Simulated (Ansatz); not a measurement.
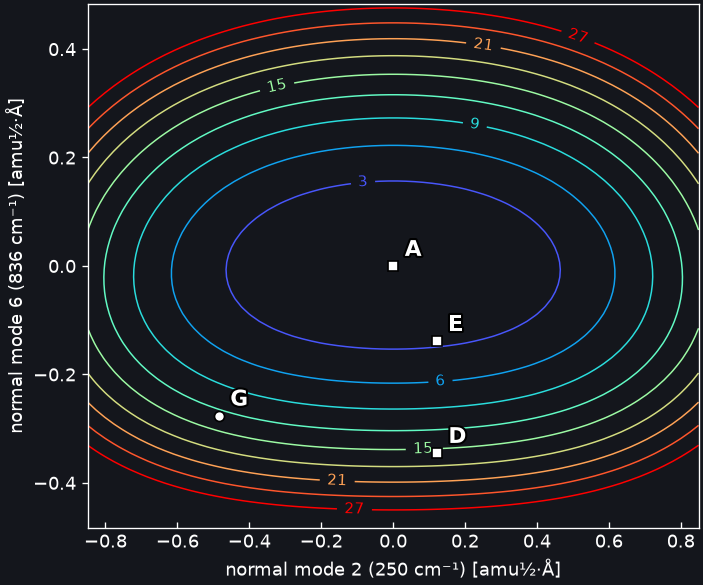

F2H2NSi, SMILES [NH][SiH](F)F, spin multiplicity 2. The first coordinate is: normal mode 2 (250 cm⁻¹); the second: normal mode 6 (836 cm⁻¹). Nothing is relaxed (straight displacements along the two mass-weighted modes). Grid: 15 × 15 points. Energies are in kJ/mol, from the relaxed molecule at the same level. The calculation used UHF-MP2, frozen core/def2-SVP in Ansatz.

The picture shows contour lines labelled in kJ/mol (none above 27), lettered points. Between grid points the surface is interpolated.

Is G the lowest point of the computed grid?

Answer. No. G lies 12.8 kJ/mol above the lowest grid point, which is at normal mode 2 (250 cm⁻¹) = 0.000 amu½·Å, normal mode 6 (836 cm⁻¹) = 0.000 amu½·Å.

What kind of point is each of A, D, E, G: minimum, saddle, maximum or slope?

Answer. A: minimum; D: on a slope; E: on a slope; G: on a slope. (In these two coordinates alone; a stationary point may lie a little off the grid point.)
